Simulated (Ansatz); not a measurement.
Input file:

```
crystal:
  periodic: [false, false, false]
  atoms:
    - { symbol: S, position_ang: [-2.1338, 0.0858, -0.0612] }
    - { symbol: Ge, position_ang: [0.0027, 0.4468, 0.1248] }
    - { symbol: S, position_ang: [0.30182, 1.76965, 1.85955] }
    - { symbol: H, position_ang: [-1.9351, -0.6937, -1.196] }
    - { symbol: H, position_ang: [0.75667, -0.90158, 0.37065] }
    - { symbol: H, position_ang: [0.55154, 1.11827, -1.17379] }
    - { symbol: H, position_ang: [1.75177, 1.79231, 1.67135] }
basis:
  gaussian: { orbitals: def2-SVP }
hamiltonian:
  xc: b3lyp
  dispersion: d4
relax:
  f_tol: 0.015
  max_steps: 40
output:
  orbitals: {}
```

Command:

```sh
ansatz run input.yaml --threads 1 --pin off --max-ram 2048MiB --backend cpu --events-out ev --progress --plain --runs-dir out
```

The fields are those of the relaxed geometry.

Theory: Ansatz 0.2.0, RKS B3LYP-D4/def2-SVP.

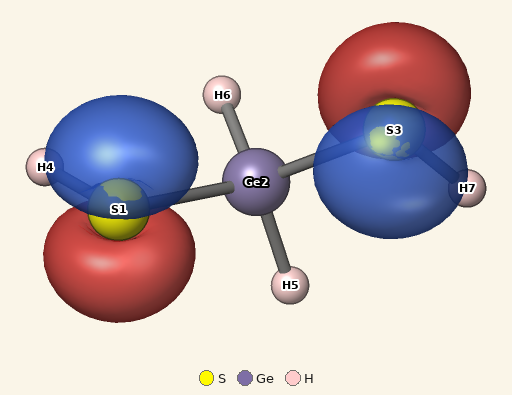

GeH₄S₂. The HOMO−1 at ±0.15 Å⁻³ᐟ² (blue and red are the two phases), seen from one side.

Question: Where does this orbital lie, and at what energy?

Answer: Its weight (Hirshfeld) is mainly on S1 (about 45 %), S3 (about 45 %) and Ge2 (about 5 %); largely a combination of lone pairs on S1 and S3. Its energy is −7.17 eV.
